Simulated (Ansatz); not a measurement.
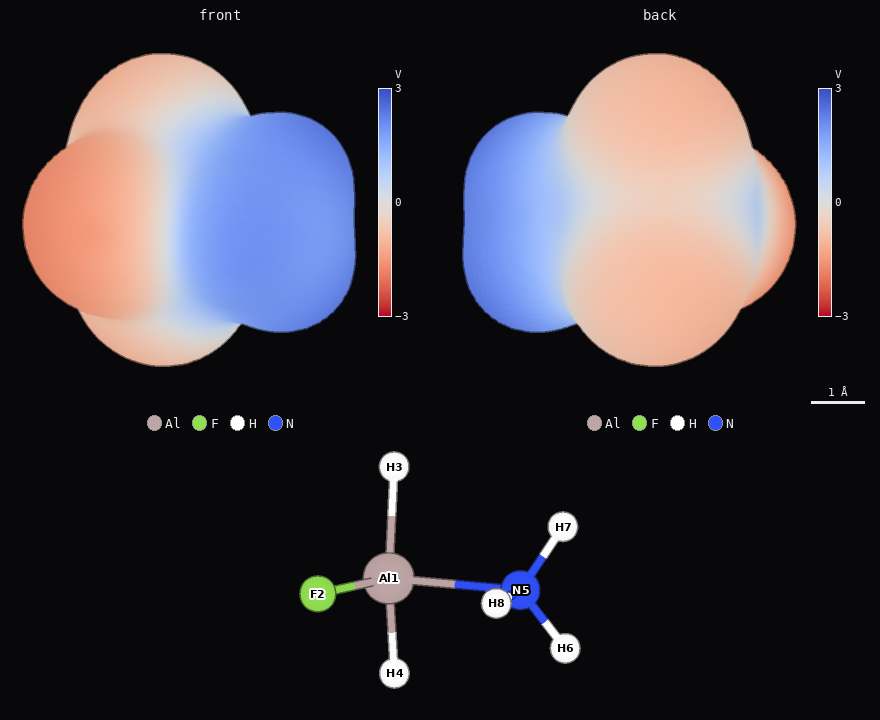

AlFH5N. The electrostatic potential painted on the density surface at 0.001 e/bohr³, seen from the front and from behind; red is negative and blue positive. The bare structure is drawn below in the same view.

Theory: RKS PBE-D4/def2-SVP (Ansatz 0.2.0).

The calculation's input:

```
crystal:
  periodic: [false, false, false]
  atoms:
    - { symbol: Al, position_ang: [0.026732, 0.404669, -0.138324] }
    - { symbol: F, position_ang: [-0.166356, 0.338732, 1.546014] }
    - { symbol: H, position_ang: [1.498693, 0.692362, -0.674845] }
    - { symbol: H, position_ang: [-1.31397, 0.400935, -0.998002] }
    - { symbol: "N", position_ang: [0.113241, -2.475503, 0.988816] }
    - { symbol: H, position_ang: [-0.657616, -3.155056, 0.974834] }
    - { symbol: H, position_ang: [0.96593, -2.980367, 1.26177] }
    - { symbol: H, position_ang: [-0.089553, -1.77827, 1.741636] }
basis:
  gaussian: { orbitals: def2-SVP }
hamiltonian:
  xc: pbe
  dispersion: d4
relax:
  f_tol: 0.03
  max_steps: 50
output:
  orbitals: {}
```

Run with:

```sh
ansatz run input.yaml --threads 1 --pin off --max-ram 2048MiB --backend cpu --events-out ev --progress --plain --runs-dir out
```

The fields are those of the run's last geometry, not of the input's.

Describe the electrostatic potential map.

The most negative region (about −1.7 V) lies over F2, the most positive (about +2.3 V) over H6 and H7.
